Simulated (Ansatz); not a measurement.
# VW: how the settings move a relaxation

Aim: see which settings change the result for VW, by how much, and at what cost.

Method: reference: DFT, r2SCAN, PAW with Ansatz's default frozen-core files, scalar-relativistic; relaxation of cell and atoms, in Ansatz 0.2.0.

1 further run of the same task is left out (it didn't finish).

## (1) Starting point

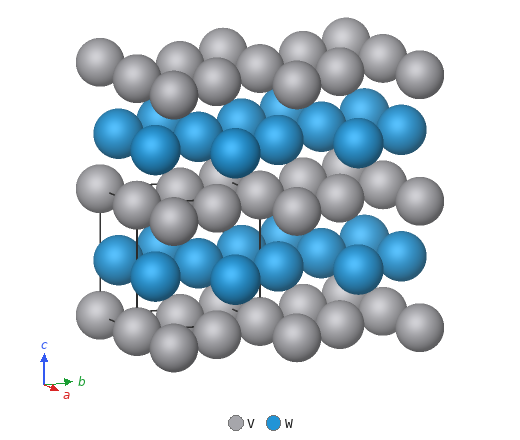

The starting structure, seen slightly off an axis (vanadium grey, tungsten blue). 2×2×2 cells are drawn. Atoms on the faces are drawn again on the opposite ones. The cell drawn here is the conventional one.

As a file:

```xyz
2
Lattice="1.5450 -2.2194 0.0000 1.5450 2.2194 0.0000 0.0000 0.0000 4.2714" Properties=species:S:1:pos:R:3 pbc="T T T"
V     0.0000    0.0000    0.0000
W     1.5450    0.0000    2.1357
```

## (2) The reference run

File input.yaml:

```yaml
crystal:
  lattice:
    - [1.54504533, -2.2194217362, 0.0]
    - [1.54504533, 2.2194217362, 0.0]
    - [0.0, 0.0, 4.2714039101]
  atoms:
    - { symbol: V, position: [0.0, 0.0, 0.0] }
    - { symbol: W, position: [0.5, 0.5, 0.5] }
kpoints:
  mp_grid: { grid: [18, 18, 12] }
scf:
  occupations: { method: fermi_dirac, width: 0.1 }
hamiltonian:
  xc: r2scan
  pseudopotentials: { kind: paw }
relax:
  f_tol: 0.002
  max_steps: 80
  cell: {}
output:
  forces: true
  stress: true
```

Started as:

```console
> ansatz run input.yaml --threads 1 --pin off --max-ram 2560MiB --backend cpu --events-out ev --progress --plain --runs-dir out
```

The main lines of its log:

```text
[...]
Basis set: ecut = 500 eV, 743 PW (Γ), exchange–correlation on 80×80×128 points (64 copies of the dense FFT grid, shifted against one another)
[...]
k-points: 637 of 3888
[...]
SCF iter   1: F=—  HF=-13314.532165 eV  |F-HF|=—  |Δ(HF+E_count)|=         —  Δρ=3.08e-2  dr2=4.89e-1  dr2_τ=8.92e-2  ethr=1.77e-3  ⟨swp⟩=5.0  Hψ=46935  notcnv=0
preconditioner: auto → none  [metal: Δε(μ)=0.002 eV  Ē_g=5.050 eV  σ=0.100 eV  W_gap=0.00  n_scr=6 (ndim 8)  ℏωp=22.8 eV  f_vac=0.000  D(μ)=1.82/eV (n_scr^D=22)  sad-step TF]
SCF iter   2: F=—  HF=-13314.551611 eV  |F-HF|=—  |Δ(HF+E_count)|=   1.94e-2  Δρ=2.43e-2  dr2=2.47e-1  dr2_τ=2.78e-2  ethr=1.77e-3  ⟨swp⟩=2.0  Hψ=19185  notcnv=0  defer=4
[...]
relax step   1: F+E_penalty+E_count = -13314.53318806 eV  Δ(F+E_penalty+E_count) = +0.000e0 eV  max|allowed force component| = 4.684e-30 eV/Å  Δτ_max = 0.0000 Å  P = -0.667 GPa  Ω = 29.294 Å³  (8 SCF iters, dr2 threshold 1.00e-7 eV, accepted)
[...]
relax step   2: F+E_penalty+E_count = -13314.53315607 eV  Δ(F+E_penalty+E_count) = +3.198e-5 eV  max|allowed force component| = 1.627e-30 eV/Å  Δτ_max = 0.0000 Å  P = +0.860 GPa  Ω = 29.122 Å³  energy of the carried Pulay correction = +7.802e-5 eV  (5 SCF iter
[...]
relax step   3: F+E_penalty+E_count = -13314.53340328 eV  Δ(F+E_penalty+E_count) = -2.152e-4 eV  max|allowed force component| = 1.479e-30 eV/Å  Δτ_max = 0.0000 Å  P = -0.007 GPa  Ω = 29.219 Å³  energy of the carried Pulay correction = +3.401e-5 eV  (9 SCF iter
[...]
SCF iter   3: F=—  HF=-13314.533370 eV  |F-HF|=—  |Δ(HF+E_count)|=   3.96e-9  Δρ=8.16e-6  dr2=3.90e-8  dr2_τ=1.39e-9  ethr=6.25e-12  ⟨swp⟩=2.8  Hψ=20060  notcnv=0  recentre
SCF iter   4: F=-13314.533370 eV  HF=-13314.533370 eV  |F-HF|=1.09e-11  |Δ(HF+E_count)|=   3.52e-9  Δρ=2.67e-7  dr2=1.98e-11  dr2_τ=3.20e-12  ethr=1.00e-12  ⟨swp⟩=5.1  Hψ=57580  notcnv=0
[...]
relax step   4: F+E_penalty+E_count = -13314.53337006 eV  Δ(F+E_penalty+E_count) = +3.323e-5 eV  max|allowed force component| = 1.479e-30 eV/Å  Δτ_max = 0.0000 Å  P = -0.008 GPa  Ω = 29.219 Å³  stress off target by 1.92e-2 GPa  SCF on the basis re-selected at 
[...]
SCF converged after 4 iterations
Free energy (F): -13314.533370 eV
[...]
E sigma→0 (E₀):  -13314.504562 eV
[...]
Fermi energy:    19.441507 eV
[...]
  P = ⅓ Tr σ = -0.0081 GPa (-0.081 kbar)
--- Relaxed structure (3 steps of the walk, 2 accepted, 1 SCFs on fresh bases) ---
[...]
```

Wall time 1.9 min (1 thread of Arm Neoverse V2, shared host); peak memory 0.69 GiB.

## (3) Changing settings: occupations.method gaussian, occupations.width 0.05

Edit input.yaml of step 2 so:

```diff
@@ -11,3 +11,3 @@
 scf:
-  occupations: { method: fermi_dirac, width: 0.1 }
+  occupations: { method: gaussian, width: 0.05 }
 hamiltonian:
```

Started as:

```console
> ansatz run input.yaml --threads 1 --pin off --max-ram 2560MiB --backend cpu --events-out ev --progress --plain --runs-dir out
```

Standard output:

```text
Engine: ansatz 0.2.0
Pseudopotentials: kind: paw
Pseudopotential: V, paw, valence charge 13, recommended cutoff 500 eV (meta_gga), V.paw.azcp
Pseudopotential: W, paw, valence charge 14, recommended cutoff 500 eV (meta_gga), W.paw.azcp
Functional definition: r2SCAN
  parameter k0 = 0.174
  parameter k1 = 0.065
  parameter a1 = 4.9479
  exchange = r2scan_x(k0 = k0, k1 = k1, a1 = a1)
  correlation = r2scan_c
Crystal: 2 atoms, lattice volume = 29.294 Å³
Basis set: ecut = 500 eV, 743 PW (Γ), exchange–correlation on 80×80×128 points (64 copies of the dense FFT grid, shifted against one another)
Bands: 18, of which v1, the nominal top of the filled ones, is band 14 counted from 1 (13 counted from 0)
Symmetry: 8 space group operations
Space group: Cmmm (ITA 65), of the structure as read, at distance tolerance 3.1e-5 Å
k-points: 637 of 3888
Non-local potential: V, projectors of the file, l = 0: 3, l = 1: 2, l = 2: 3, l = 3: 1
Non-local potential: W, projectors of the file, l = 0: 3, l = 1: 2, l = 2: 2, l = 3: 1
PAW form: soft (Blöchl's): semilocal exchange-correlation on the pseudo side does not see the compensation charge
PAW frozen core: V, regenerated for the run's functional (the file was generated under x = pbe(κ = 0.804, μ = 0.2195149727645171), c = pbe(β = 0.06672455060314922))
PAW frozen core: W, regenerated for the run's functional (the file was generated under x = pbe(κ = 0.804, μ = 0.2195149727645171), c = pbe(β = 0.06672455060314922))
PAW one-centre angular grid: V, 590 points (default); XC on 160 Gauss nodes
PAW one-centre angular grid: W, 590 points (default); XC on 160 Gauss nodes
Initial density: superposition of atomic densities (neutral atoms: chi_scale 0, normalization atom), corrected by the library's trained network
Initial wavefunctions: pseudopotential atomic-orbital guess
Functional: x = r2scan, c = r2scan; τ floored in thin density (d = 2e-4 eV/Å³)
SCF iter   1: F=—  HF=-13314.502533 eV  |F-HF|=—  |Δ(HF+E_count)|=         —  Δρ=3.05e-2  dr2=4.79e-1  dr2_τ=8.87e-2  ethr=1.77e-3  ⟨swp⟩=5.4  Hψ=47331  notcnv=0
preconditioner: auto → none  [metal: Δε(μ)=0.004 eV  Ē_g=5.046 eV  σ=0.050 eV  W_gap=0.04  n_scr=6 (ndim 8)  ℏωp=22.8 eV  f_vac=0.000  D(μ)=2.01/eV (n_scr^D=22)  sad-step TF]
SCF iter   2: F=—  HF=-13314.523171 eV  |F-HF|=—  |Δ(HF+E_count)|=   2.06e-2  Δρ=2.42e-2  dr2=2.45e-1  dr2_τ=2.73e-2  ethr=1.77e-3  ⟨swp⟩=2.0  Hψ=19225  notcnv=0  defer=215
SCF iter   3: F=—  HF=-13314.503883 eV  |F-HF|=—  |Δ(HF+E_count)|=   1.93e-2  Δρ=4.00e-3  dr2=5.02e-3  dr2_τ=4.08e-4  ethr=9.07e-4  ⟨swp⟩=2.0  Hψ=14978  notcnv=0  defer=216
SCF iter   4: F=—  HF=-13314.504385 eV  |F-HF|=—  |Δ(HF+E_count)|=   5.02e-4  Δρ=1.49e-3  dr2=1.50e-4  dr2_τ=5.80e-5  ethr=1.86e-5  ⟨swp⟩=2.0  Hψ=15101  notcnv=0  defer=216
SCF iter   5: F=—  HF=-13314.504660 eV  |F-HF|=—  |Δ(HF+E_count)|=   2.76e-4  Δρ=2.15e-4  dr2=7.54e-6  dr2_τ=1.04e-6  ethr=5.57e-7  ⟨swp⟩=2.2  Hψ=18249  notcnv=0  defer=216
SCF iter   6: F=—  HF=-13314.504664 eV  |F-HF|=—  |Δ(HF+E_count)|=   3.24e-6  Δρ=1.06e-4  dr2=4.70e-6  dr2_τ=2.08e-7  ethr=2.79e-8  ⟨swp⟩=2.0  Hψ=18283  notcnv=0  defer=216
SCF iter   7: F=—  HF=-13314.504664 eV  |F-HF|=—  |Δ(HF+E_count)|=   3.82e-8  Δρ=2.43e-5  dr2=1.71e-7  dr2_τ=7.76e-9  ethr=1.74e-8  ⟨swp⟩=1.7  Hψ=11824  notcnv=0  defer=216
SCF iter   8: F=-13314.504664 eV  HF=-13314.504664 eV  |F-HF|=3.01e-9  |Δ(HF+E_count)|=   2.70e-8  Δρ=3.85e-6  dr2=5.11e-9  dr2_τ=9.58e-10  ethr=3.70e-10  ⟨swp⟩=4.3  Hψ=34410  notcnv=0
SCF 1 converged in 8 iterations: F = -13314.504664 eV  dr2 = 5.11e-9
relax step   1: F+E_penalty+E_count = -13314.50466370 eV  Δ(F+E_penalty+E_count) = +0.000e0 eV  max|allowed force component| = 1.528e-30 eV/Å  Δτ_max = 0.0000 Å  P = -0.943 GPa  Ω = 29.294 Å³  (8 SCF iters, dr2 threshold 1.00e-7 eV, accepted)
Crystal: 2 atoms, lattice volume = 29.051 Å³
Initial density: handed on by an earlier stage of this run
Initial wavefunctions: those handed on with the density
iter 1 solved again at ethr=2.02e-6 eV; its pass at ethr=3.10e-3 eV (dr2=5.47e-4 eV) is discarded
SCF iter   1: F=—  HF=-13314.501827 eV  |F-HF|=—  |Δ(HF+E_count)|=         —  Δρ=8.88e-4  dr2=5.55e-4  dr2_τ=2.40e-3  ethr=2.02e-6  ⟨swp⟩=2.0  Hψ=63275  notcnv=0
preconditioner: auto → none  [metal: Δε(μ)=0.001 eV  Ē_g=4.983 eV  σ=0.050 eV  W_gap=0.01  n_scr=6 (ndim 8)  ℏωp=22.8 eV  f_vac=0.000  D(μ)=1.77/eV (n_scr^D=22)]
SCF iter   2: F=—  HF=-13314.505279 eV  |F-HF|=—  |Δ(HF+E_count)|=   3.45e-3  Δρ=3.58e-3  dr2=7.67e-3  dr2_τ=2.96e-4  ethr=2.02e-6  ⟨swp⟩=2.0  Hψ=19747  notcnv=0  recentre
SCF iter   3: F=—  HF=-13314.504569 eV  |F-HF|=—  |Δ(HF+E_count)|=   7.10e-4  Δρ=4.73e-4  dr2=9.12e-5  dr2_τ=2.28e-6  ethr=2.02e-6  ⟨swp⟩=2.0  Hψ=15063  notcnv=0
SCF iter   4: F=—  HF=-13314.504576 eV  |F-HF|=—  |Δ(HF+E_count)|=   6.64e-6  Δρ=1.73e-4  dr2=2.33e-6  dr2_τ=1.48e-6  ethr=3.38e-7  ⟨swp⟩=1.4  Hψ=11738  notcnv=0
SCF iter   5: F=—  HF=-13314.504580 eV  |F-HF|=—  |Δ(HF+E_count)|=   4.36e-6  Δρ=4.06e-5  dr2=2.27e-7  dr2_τ=2.40e-8  ethr=8.64e-9  ⟨swp⟩=2.0  Hψ=20046  notcnv=0
SCF iter   6: F=-13314.504581 eV  HF=-13314.504581 eV  |F-HF|=9.78e-9  |Δ(HF+E_count)|=   1.17e-7  Δρ=1.20e-5  dr2=3.08e-8  dr2_τ=2.27e-9  ethr=7.41e-10  ⟨swp⟩=4.5  Hψ=34803  notcnv=0
SCF 2 converged in 6 iterations: F = -13314.504581 eV  dr2 = 3.08e-8
relax step   2: F+E_penalty+E_count = -13314.50458058 eV  Δ(F+E_penalty+E_count) = +8.313e-5 eV  max|allowed force component| = 1.627e-30 eV/Å  Δτ_max = 0.0000 Å  P = +1.208 GPa  Ω = 29.051 Å³  energy of the carried Pulay correction = +1.103e-4 eV  (6 SCF iters, dr2 threshold 2.00e-7 eV, rejected (line search))
Crystal: 2 atoms, lattice volume = 29.188 Å³
iter 1 solved again at ethr=6.51e-7 eV; its pass at ethr=3.10e-3 eV (dr2=1.76e-4 eV) is discarded
SCF iter   1: F=—  HF=-13314.504180 eV  |F-HF|=—  |Δ(HF+E_count)|=         —  Δρ=4.89e-4  dr2=1.75e-4  dr2_τ=7.54e-4  ethr=6.51e-7  ⟨swp⟩=2.1  Hψ=63119  notcnv=0
preconditioner: auto → none  [metal: Δε(μ)=0.002 eV  Ē_g=4.957 eV  σ=0.050 eV  W_gap=0.03  n_scr=6 (ndim 8)  ℏωp=22.8 eV  f_vac=0.000  D(μ)=1.87/eV (n_scr^D=22)]
SCF iter   2: F=—  HF=-13314.505276 eV  |F-HF|=—  |Δ(HF+E_count)|=   1.10e-3  Δρ=2.00e-3  dr2=2.40e-3  dr2_τ=9.29e-5  ethr=6.48e-7  ⟨swp⟩=2.0  Hψ=18862  notcnv=0  recentre
SCF iter   3: F=—  HF=-13314.505054 eV  |F-HF|=—  |Δ(HF+E_count)|=   2.22e-4  Δρ=2.64e-4  dr2=3.07e-5  dr2_τ=7.22e-7  ethr=6.48e-7  ⟨swp⟩=2.0  Hψ=15013  notcnv=0
SCF iter   4: F=—  HF=-13314.505056 eV  |F-HF|=—  |Δ(HF+E_count)|=   1.91e-6  Δρ=9.91e-5  dr2=7.84e-7  dr2_τ=4.30e-7  ethr=1.14e-7  ⟨swp⟩=1.3  Hψ=11699  notcnv=0
SCF iter   5: F=—  HF=-13314.505055 eV  |F-HF|=—  |Δ(HF+E_count)|=   1.21e-6  Δρ=2.40e-5  dr2=9.03e-8  dr2_τ=9.08e-9  ethr=2.90e-9  ⟨swp⟩=2.0  Hψ=20050  notcnv=0
SCF iter   6: F=—  HF=-13314.505055 eV  |F-HF|=—  |Δ(HF+E_count)|=   5.17e-8  Δρ=6.48e-6  dr2=1.01e-8  dr2_τ=6.82e-10  ethr=3.34e-10  ⟨swp⟩=2.7  Hψ=18882  notcnv=0
SCF iter   7: F=—  HF=-13314.505055 eV  |F-HF|=—  |Δ(HF+E_count)|=  5.89e-10  Δρ=1.45e-6  dr2=3.44e-10  dr2_τ=7.71e-11  ethr=3.75e-11  ⟨swp⟩=2.0  Hψ=12819  notcnv=0
SCF iter   8: F=—  HF=-13314.505055 eV  |F-HF|=—  |Δ(HF+E_count)|=  1.71e-10  Δρ=7.95e-7  dr2=2.42e-10  dr2_τ=9.07e-12  ethr=1.27e-12  ⟨swp⟩=2.3  Hψ=16430  notcnv=0
SCF iter   9: F=—  HF=-13314.505055 eV  |F-HF|=—  |Δ(HF+E_count)|=  3.64e-12  Δρ=3.29e-7  dr2=3.06e-11  dr2_τ=9.61e-13  ethr=1.00e-12  ⟨swp⟩=1.0  Hψ=11488  notcnv=0
SCF iter  10: F=-13314.505055 eV  HF=-13314.505055 eV  |F-HF|=0.00e0  |Δ(HF+E_count)|=  3.64e-12  Δρ=1.34e-7  dr2=3.36e-12  dr2_τ=1.82e-13  ethr=1.00e-12  ⟨swp⟩=5.0  Hψ=40854  notcnv=0
SCF 3 converged in 10 iterations: F = -13314.505055 eV  dr2 = 3.36e-12
relax step   3: F+E_penalty+E_count = -13314.50505487 eV  Δ(F+E_penalty+E_count) = -3.912e-4 eV  max|allowed force component| = 4.782e-30 eV/Å  Δτ_max = 0.0000 Å  P = -0.012 GPa  Ω = 29.188 Å³  energy of the carried Pulay correction = +4.820e-5 eV  (10 SCF iters, accepted)
Initial wavefunctions: pseudopotential atomic-orbital guess (no wavefunctions were taken with the density)
iter 1 solved again at ethr=2.28e-8 eV; its pass at ethr=3.10e-3 eV (dr2=6.16e-6 eV) is discarded
SCF iter   1: F=—  HF=-13314.505007 eV  |F-HF|=—  |Δ(HF+E_count)|=         —  Δρ=9.96e-6  dr2=3.15e-9  dr2_τ=3.75e-8  ethr=2.28e-8  ⟨swp⟩=4.1  Hψ=85671  notcnv=0
preconditioner: auto → none  [metal: Δε(μ)=0.004 eV  Ē_g=4.958 eV  σ=0.050 eV  W_gap=0.04  n_scr=6 (ndim 8)  ℏωp=22.8 eV  f_vac=0.000  D(μ)=1.85/eV (n_scr^D=22)]
SCF iter   2: F=—  HF=-13314.505008 eV  |F-HF|=—  |Δ(HF+E_count)|=   1.18e-6  Δρ=5.45e-6  dr2=3.30e-9  dr2_τ=1.09e-9  ethr=1.17e-11  ⟨swp⟩=2.6  Hψ=20380  notcnv=0
SCF iter   3: F=—  HF=-13314.505008 eV  |F-HF|=—  |Δ(HF+E_count)|=   7.69e-9  Δρ=1.14e-5  dr2=7.47e-8  dr2_τ=2.59e-9  ethr=1.17e-11  ⟨swp⟩=2.5  Hψ=19078  notcnv=0  recentre
SCF iter   4: F=-13314.505008 eV  HF=-13314.505008 eV  |F-HF|=1.82e-12  |Δ(HF+E_count)|=   6.81e-9  Δρ=3.18e-7  dr2=1.56e-11  dr2_τ=6.00e-12  ethr=1.00e-12  ⟨swp⟩=5.4  Hψ=58764  notcnv=0
SCF 4 converged in 4 iterations: F = -13314.505008 eV  dr2 = 1.56e-11
relax step   4: F+E_penalty+E_count = -13314.50500817 eV  Δ(F+E_penalty+E_count) = +4.670e-5 eV  max|allowed force component| = 1.627e-30 eV/Å  Δτ_max = 0.0000 Å  P = -0.013 GPa  Ω = 29.188 Å³  stress off target by 3.75e-2 GPa  SCF on the basis re-selected at this cell (its energy is not comparable with the rows above)  (4 SCF iters)
basis re-selected at this cell: Δ(F+E_penalty+E_count) = +4.670e-5 eV, ΔP = -0.001 GPa vs the last step (what re-selecting the basis moved, of the pressure what is left beyond the Pulay correction that the steps carried, after the strain that the cell walked since its last selection, with what the two solves' SCF thresholds leave and, on support functions, any second-order correction that the steps lacked; it is no measure of the basis error at this ecutwfc). This SCF's stress stands 3.75e-2 GPa from its target on what of the cell is left free (relax.cell.stress_tol is 5.00e-2 GPa) and its largest allowed force component is 1.63e-30 eV/Å (relax.f_tol is 2.00e-3 eV/Å): within both
SCF converged after 4 iterations
Free energy (F): -13314.505008 eV
Harris-Foulkes:  -13314.505008 eV  (|F-HF|=1.82e-12)
Internal energy: -13314.502691 eV  (E = F + TS)
E sigma→0 (E₀):  -13314.503849 eV
Entropy (-TS):   -0.002318 eV (-1.159 meV/atom)
Fermi energy:    19.439414 eV
--- Per-component energies (eV) ---
  E_band       = -250.440759
  E_kinetic    = 787.703818
  E_local      = -1489.275095  (includes V_loc(G=0)·N_el)
  E_nonlocal   = -44.585192
  E_hartree    = 625.996334
  E_xc         = -376.064726
  E_vxc        = -444.943143  (∫ρ·V_xc dr)
  E_paw        = -9714.155531  (= ΣΔE_a)
  E_vpaw       = -337.206498  (= ΣTr[D̂ρ^β])
  E_aug_tail   = 0.000133  (compensation charges beyond the density's cutoff)
  E_vtau       = 25.872711  (kinetic-family band-sum trace: ∫τ·v_τ [+ j·A + Jᵃ·Aᵃ] dr)
  E_ewald      = -3103.268700
  E_core_change = -0.853730  (= ΣΔE_core)
  E_smearing   = -0.002318  (= −TS)
  E_closure    = 0.000000  (closes the sum)
  Σ components = -13314.505008   (vs F -13314.505008, Δ=0.00e0)
--- Forces (eV/Å), atoms counted from 1 ---
  atom   1  V      0.00000000    -0.00000000     0.00000000
  atom   2  W     -0.00000000     0.00000000     0.00000000
  max |Σ_I F_I| component: 3.06e-30 eV/Å
--- Stress (GPa, compression-positive) ---
       -0.018653       0.000000       0.000000
        0.000000       0.016892       0.000000
        0.000000       0.000000      -0.037456
  P = ⅓ Tr σ = -0.0131 GPa (-0.131 kbar)
--- Relaxed structure (3 steps of the walk, 2 accepted, 1 SCFs on fresh bases) ---
  F+E_penalty+E_count = -13314.50500817 eV   max|allowed force component| = 1.627e-30 eV/Å   (the final SCF, on the basis selected at the relaxed cell)
  cell:  # Å, volume = 29.1877 Å³
    - [1.5417182138099383, -2.217464392844198, 2.3648024641670913e-19]
    - [1.5417182138099383, 2.217464392844198, 2.3648024641670798e-19]
    - [6.537689410094789e-19, -1.0674410136279703e-33, 4.268824740105881]
  atoms:
    - { symbol: V, position: [-1.186872094738326e-36, -1.186872094738326e-36, 0.0] }
    - { symbol: W, position: [0.5, 0.5, 0.5] }
```

Wall time 1.9 min (1 thread of Arm Neoverse V2, shared host); peak memory 0.69 GiB.

Changing the smearing hardly moves the energy: +0.4 meV/atom.

## (4) Side by side

| run | ending | energy change | pressure (GPa) | gap (eV) | force (eV/Å) | cycles | time |
| --- | --- | --- | --- | --- | --- | --- | --- |
| reference | converged | 0 | 0.0 | 0.00 | 0.00 | 26 | 1.9 min |
| 1: occupations.method gaussian, occupations.width 0.05 | converged | +0.4 meV/atom (σ→0) | 0.0 | 0.00 | 0.00 | - | 1.9 min |

**Reading.** Changing the smearing leaves the energy as it was (+0.4 meV/atom).
